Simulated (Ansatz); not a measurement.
# Ge₂HF (singlet): the correlation ladder, cc-pVTZ

How much of the correlation energy of Ge₂HF (singlet) does each wave-function method recover here?

Program: Ansatz 0.2.0, Gaussian basis. Level of theory: cc-pVTZ, core rule «outside noble gas», up to 29 orbitals frozen. These are calculated values, not measurements.

The runs, in order: UHF; CCSD(T) on RHF; CCSD(T) on UHF; BCCD(T) on RHF; CCSDT(Q) on RHF.

## 1. The system

The geometry is a PBE0/def2-TZVP stationary point (not a proven minimum). No spin-orbit coupling is included. The filled d shell of Ge may be among the frozen orbitals whatever the setting's name suggests; the logs give the count.

4 atoms, charge 0, spin multiplicity 1.

Atoms are counted from 1 here; the program's logs count them from 0.

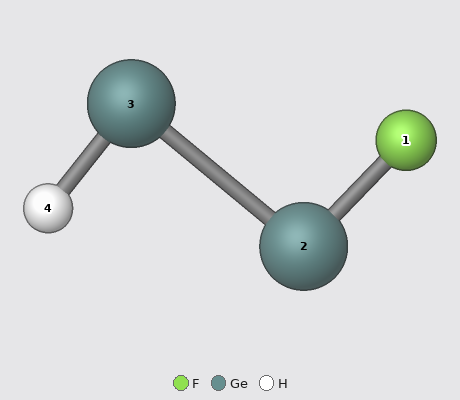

The structure; fluorine green, germanium teal, hydrogen white; atoms are numbered from 1 in the order of the file.

In the tables R marks a restricted determinant and U an unrestricted one; energies count from the table's Hartree-Fock row.

## 2. UHF

in.yaml

```yaml
crystal:
  periodic: [false, false, false]
  atoms:
    - {symbol: F, position_ang: [0.000000, -1.270593, 1.599859]}
    - {symbol: Ge, position_ang: [0.000000, 0.428948, 1.113286]}
    - {symbol: Ge, position_ang: [0.000000, -0.116879, -1.506780]}
    - {symbol: H, position_ang: [0.000000, 1.458985, -1.797121]}
basis:
  gaussian: {orbitals: cc-pVTZ}
magnetization: {spin_polarized: true, initial_magnetization: 0}
hamiltonian: {xc: hf}
output: {orbitals: {seedname: orbitals}}
```

Command:

```sh
$ ansatz run in.yaml --threads 1 --pin off --events-out ev --progress --plain --max-ram 4096MiB --backend cpu
```

Standard output:

```text
Functional definition: HF
  name "HF"
  cite "Fock, Z. Phys. 61, 126 (1930) doi:10.1007/BF01340294"
  parent pbe
  exchange = exact_x
  correlation = 0
840 factors; integrals over basis functions are off by at most 8.4e-4 eV
mean field evaluation 1: about -115669.4620 eV, gradient 2.1e1 eV
mean field evaluation 2: about -115669.4647 eV, gradient 2.1e1 eV
mean field evaluation 4: about -115671.3005 eV, gradient 1.4e0 eV
mean field evaluation 8: about -115671.3390 eV, gradient 3.9e-4 eV
mean field evaluation 16: about -115671.3584 eV, gradient 2.9e-1 eV
mean field evaluation 32: about -115670.5432 eV, gradient 3.0e-1 eV
mean field evaluation 64: about -115671.0385 eV, gradient 4.1e0 eV
mean field evaluation 96: about -115671.3390 eV, gradient 5.5e-3 eV
mean field -115671.84468890 eV, -4250.8618871248 hartree, gradient 2.6e-5 eV, S^2 1.046409; 8 other end points of the search recorded, 0 dependent functions left out
reference -115671.84468890 eV, -4250.8618871248 hartree; 37, 37 occupied and 93, 93 virtual orbitals, 840 factors
Total energy: -115671.84468890 eV, -4250.8618871248 hartree
```

Wall time 24 s (1 thread of AMD EPYC 7R13, shared host); peak memory 0.4 GiB.

From the report: ⟨S²⟩ of the determinant 1.046 (pure singlet: 0.00). The determinant is far from a pure spin state, so its energy mixes those of several spin states (harmless only where they are near-degenerate, as at dissociation).

The unrestricted solution breaks the spin symmetry, so the restricted determinant is unstable here.

## 3. CCSD(T) on RHF

in.yaml: that of step 2 with these lines changed.

```diff
@@ -9,4 +9,4 @@
   gaussian: {orbitals: cc-pVTZ}
-magnetization: {spin_polarized: true, initial_magnetization: 0}
-hamiltonian: {xc: hf}
-output: {orbitals: {seedname: orbitals}}
+magnetization: {spin_polarized: false}
+correlation: {method: ccsd_t, electrons: outside_noble_gas}
+output: {forces: true}
```

The command is unchanged.

Standard output, cut to the lines that bear on the results:

```text
Functional definition: HF
  name "HF"
  cite "Fock, Z. Phys. 61, 126 (1930) doi:10.1007/BF01340294"
  parent pbe
[...]
840 factors; integrals over basis functions are off by at most 8.4e-4 eV
[...]
mean field -115671.33901507 eV, -4250.8433039541 hartree, gradient 8.7e-6 eV, S^2 0.000000; 5 other end points of the search recorded, 0 dependent functions left out; unrestricted orbitals would lower it
determinant -115671.33901507 eV, -4250.8433039541 hartree, with singles and doubles -115684.00390167 eV, -4251.3087299520 hartree
determinant -115669.66199721 eV, -4250.7816746845 hartree, with singles and doubles -115682.96861432 eV, -4251.2706838439 hartree
29 core orbitals not correlated: weight in the atoms' cores, before any rotation towards them, 0.952 or more for the frozen orbitals, at most 0.058 for the correlated occupied ones
reference -115671.33901507 eV, -4250.8433039541 hartree; 8, 8 occupied and 93, 93 virtual orbitals, 840 factors
second order -11.77334490 eV of doubles, -0.00000000 eV of singles
cycle   1  -12.55096462 eV  change    -1.1e0 eV  update   2.7e-2
[...]
cycle  15  -12.57659434 eV  change    2.5e-7 eV  update   3.7e-7
perturbative correction -0.45625869 eV, -0.0167671975 hartree
[...]
Total energy: -115684.37186810 eV, -4251.3222524691 hartree
Atom 0 at     0.000000    -1.270593     1.599859 Å, force    -0.000000     0.067571     0.016750 eV/Å
Atom 1 at     0.000000     0.428948     1.113286 Å, force    -0.000000    -0.096731     0.074371 eV/Å
Atom 2 at     0.000000    -0.116879    -1.506780 Å, force    -0.000000    -0.009927    -0.042807 eV/Å
Atom 3 at     0.000000     1.458985    -1.797121 Å, force     0.000000     0.039086    -0.048314 eV/Å
Dipole moment:    -0.000000     0.310932    -0.091284 e Å
```

Wall time 40 s (1 thread of AMD EPYC 7R13, shared host); peak memory 0.67 GiB.

From the report: correlation -13.0329 eV; T1 0.018; largest double amplitude 0.08.

## 4. CCSD(T) on UHF

in.yaml: that of step 3 with these lines changed.

```diff
@@ -9,3 +9,3 @@
   gaussian: {orbitals: cc-pVTZ}
-magnetization: {spin_polarized: false}
+magnetization: {spin_polarized: true, initial_magnetization: 0}
 correlation: {method: ccsd_t, electrons: outside_noble_gas}
```

Command:

```sh
$ ansatz run in.yaml --threads 2 --pin off --events-out ev --progress --plain --max-ram 24576MiB --backend cuda --devices 0, --max-vram 18GiB
```

Standard output, cut to the lines that bear on the results:

```text
Functional definition: HF
  name "HF"
  cite "Fock, Z. Phys. 61, 126 (1930) doi:10.1007/BF01340294"
  parent pbe
[...]
840 factors; integrals over basis functions are off by at most 8.4e-4 eV
[...]
mean field -115671.84468890 eV, -4250.8618871248 hartree, gradient 2.8e-6 eV, S^2 1.046409; 18 other end points of the search recorded, 0 dependent functions left out
determinant -115671.84468890 eV, -4250.8618871248 hartree, with singles and doubles -115684.00347353 eV, -4251.3087142182 hartree
determinant -115671.56904093 eV, -4250.8517572486 hartree, with singles and doubles -115683.84545859 eV, -4251.3029072765 hartree
determinant -115670.55506228 eV, -4250.8144942206 hartree, with singles and doubles -115682.74788434 eV, -4251.2625721667 hartree
determinant -115669.28791559 eV, -4250.7679274385 hartree, with singles and doubles -115681.87914874 eV, -4251.2306467222 hartree
[...]
29 core orbitals not correlated: weight in the atoms' cores, before any rotation towards them, 0.951 or more for the frozen orbitals, at most 0.052 for the correlated occupied ones
reference -115671.84468890 eV, -4250.8618871248 hartree; 8, 8 occupied and 93, 93 virtual orbitals, 840 factors
second order -11.26768984 eV of doubles, -0.00000000 eV of singles
cycle   1  -12.12581309 eV  change    3.0e-7 eV  update   4.4e-6
[...]
cycle  11  -12.12581745 eV  change    2.0e-7 eV  update   1.4e-7
perturbative correction -0.45043163 eV, -0.0165530570 hartree
[...]
Total energy: -115684.42093798 eV, -4251.3240557540 hartree
Atom 0 at     0.000000    -1.270593     1.599859 Å, force    -0.000000     0.201758     0.127173 eV/Å
Atom 1 at     0.000000     0.428948     1.113286 Å, force    -0.000000    -0.439114    -0.393827 eV/Å
Atom 2 at     0.000000    -0.116879    -1.506780 Å, force     0.000000     0.222961     0.372131 eV/Å
Atom 3 at     0.000000     1.458985    -1.797121 Å, force    -0.000000     0.014395    -0.105477 eV/Å
Dipole moment:    -0.000000     0.314598    -0.056372 e Å
```

Wall time 22 s (1 × H100 (card shared with other runs) with 2 threads of AMD EPYC 7R13, shared host); peak host memory 1.1 GiB.

From the report: ⟨S²⟩ of the determinant 1.046 (pure singlet: 0.00); correlation -12.5762 eV; T1 0.050; largest double amplitude 0.05. The determinant is far from a pure spin state, so its energy mixes those of several spin states (harmless only where they are near-degenerate, as at dissociation).

## 5. BCCD(T) on RHF

in.yaml: that of step 4 with these lines changed.

```diff
@@ -9,4 +9,3 @@
   gaussian: {orbitals: cc-pVTZ}
-magnetization: {spin_polarized: true, initial_magnetization: 0}
-correlation: {method: ccsd_t, electrons: outside_noble_gas}
-output: {forces: true}
+magnetization: {spin_polarized: false}
+correlation: {method: bccd_t, electrons: outside_noble_gas}
```

Same command.

Standard output, cut to the lines that bear on the results:

```text
Functional definition: HF
  name "HF"
  cite "Fock, Z. Phys. 61, 126 (1930) doi:10.1007/BF01340294"
  parent pbe
[...]
840 factors; integrals over basis functions are off by at most 8.4e-4 eV
[...]
mean field -115671.33901507 eV, -4250.8433039541 hartree, gradient 8.7e-6 eV, S^2 0.000000; 5 other end points of the search recorded, 0 dependent functions left out; unrestricted orbitals would lower it
determinant -115671.33901507 eV, -4250.8433039541 hartree, with singles and doubles -115684.00389718 eV, -4251.3087297871 hartree
determinant -115669.66199721 eV, -4250.7816746845 hartree, with singles and doubles -115682.96861076 eV, -4251.2706837128 hartree
29 core orbitals not correlated: weight in the atoms' cores, before any rotation towards them, 0.952 or more for the frozen orbitals, at most 0.058 for the correlated occupied ones
reference -115671.33901507 eV, -4250.8433039541 hartree; 8, 8 occupied and 93, 93 virtual orbitals, 840 factors
second order -11.77334490 eV of doubles, -0.00000000 eV of singles
cycle   1  -12.51268598 eV  change    -1.1e0 eV  update   3.1e-2
[...]
cycle  11  -12.54351989 eV  change   -7.0e-7 eV  update   1.3e-5
perturbative correction -0.49583834 eV, -0.0182217228 hartree
Total energy: -115684.37837330 eV, -4251.3224915306 hartree
```

Run time: 6 s. Hardware: 1 × H100 (card shared with other runs) with 2 threads of AMD EPYC 7R13, shared host; peak host memory 0.83 GiB.

From the report: correlation -13.0394 eV; largest double amplitude 0.08.

## 6. CCSDT(Q) on RHF

in.yaml: that of step 5 with these lines changed.

```diff
@@ -10,2 +10,2 @@
 magnetization: {spin_polarized: false}
-correlation: {method: bccd_t, electrons: outside_noble_gas}
+correlation: {method: ccsdt_q, electrons: outside_noble_gas}
```

The command is unchanged.

Standard output, cut to the lines that bear on the results:

```text
Functional definition: HF
  name "HF"
  cite "Fock, Z. Phys. 61, 126 (1930) doi:10.1007/BF01340294"
  parent pbe
[...]
1565 factors; integrals over basis functions are off by at most 2.2e-7 eV
[...]
mean field -115671.33918195 eV, -4250.8433100871 hartree, gradient 9.5e-6 eV, S^2 0.000000; 5 other end points of the search recorded, 0 dependent functions left out; unrestricted orbitals would lower it
determinant -115671.33918195 eV, -4250.8433100871 hartree, with singles and doubles -115684.00410876 eV, -4251.3087375627 hartree
determinant -115669.66219417 eV, -4250.7816819228 hartree, with singles and doubles -115682.96885393 eV, -4251.2706926494 hartree
29 core orbitals not correlated: weight in the atoms' cores, before any rotation towards them, 0.952 or more for the frozen orbitals, at most 0.058 for the correlated occupied ones
reference -115671.33918195 eV, -4250.8433100871 hartree; 8, 8 occupied and 93, 93 virtual orbitals, 1565 factors
second order -11.77340217 eV of doubles, -0.00000000 eV of singles
cycle   1  -12.06725311 eV  change   -2.9e-1 eV  update   1.2e-1
[...]
cycle  30  -13.06882381 eV  change    2.8e-7 eV  update   1.3e-6
perturbative correction -0.02906781 eV, -0.0010682223 hartree
Total energy: -115684.43707358 eV, -4251.3246487262 hartree
```

It took 22 s on 1 × H100 (card shared with other runs) with 2 threads of AMD EPYC 7R13, shared host; peak host memory 0.93 GiB.

From the report: correlation -13.0979 eV; T1 0.018; largest double amplitude 0.15.

## 7. The ladder

No level here is safe as a reference; RCCSDT(Q) serves as a yardstick only. Rows without a time come out of other runs: HF, MP2 and CCSD of CCSD(T), CCSDT of CCSDT(Q). The times of RCCSD(T), UCCSD(T) include forces.

Differences are taken before rounding.

| method | energy from the lowest RHF (meV) | from RCCSDT(Q) (meV) | time |
| --- | --- | --- | --- |
| RHF | 0.0 | +13098.1 |  |
| UHF | -505.7 | +12592.4 |  |
| RMP2 | -11773.3 | +1324.7 |  |
| UMP2 | -11773.4 | +1324.7 |  |
| RCCSD | -12576.6 | +521.5 |  |
| UCCSD | -12631.5 | +466.6 |  |
| RCCSD(T) | -13032.9 | +65.2 | 40 s |
| UCCSD(T) | -13081.9 | +16.1 | 22 s (GPU) |
| BCCD(T) | -13039.4 | +58.7 | 6 s (GPU) |
| RCCSDT | -13069.0 | +29.1 |  |
| RCCSDT(Q) | -13098.1 | 0 | 22 s (GPU) |

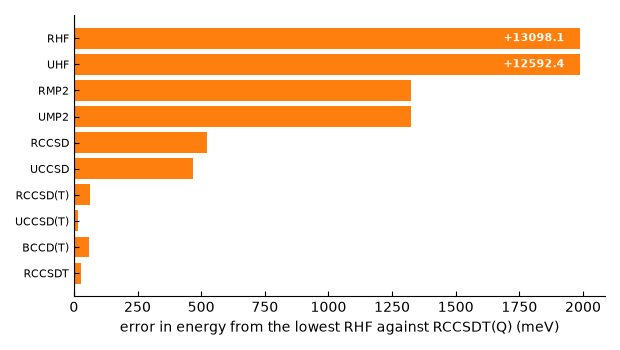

Error of each method against RCCSDT(Q). Bars with a number in them are cut short.

Some runs used a GPU and others CPU threads alone; cost is compared among the GPU runs only.

With the free atoms at the same levels and basis (separate runs), the atomisation energy is 9.450 eV at RCCSDT(Q), 9.421 eV at RCCSD(T), 9.470 eV at UCCSD(T), 5.873 eV at RHF.

## 8. Summary of results

```
                     quantity        value
RCCSDT(Q) from the RHF energy  -13.0981 eV
          RMP2 from RCCSDT(Q)  +1324.7 meV
          UMP2 from RCCSDT(Q)  +1324.7 meV
         RCCSD from RCCSDT(Q)   +521.5 meV
      RCCSD(T) from RCCSDT(Q)    +65.2 meV
      UCCSD(T) from RCCSDT(Q)    +16.1 meV
                T1 diagnostic        0.018
```

In words: RCCSD(T) lands +65.2 meV from the yardstick (0.5 % of the correlation energy). CCSD(T) misses by +65.2 meV on the restricted determinant and by +16.1 meV on the unrestricted one; the two need not hold the same state or core. Warnings: restricted reference is unstable; spin contamination.
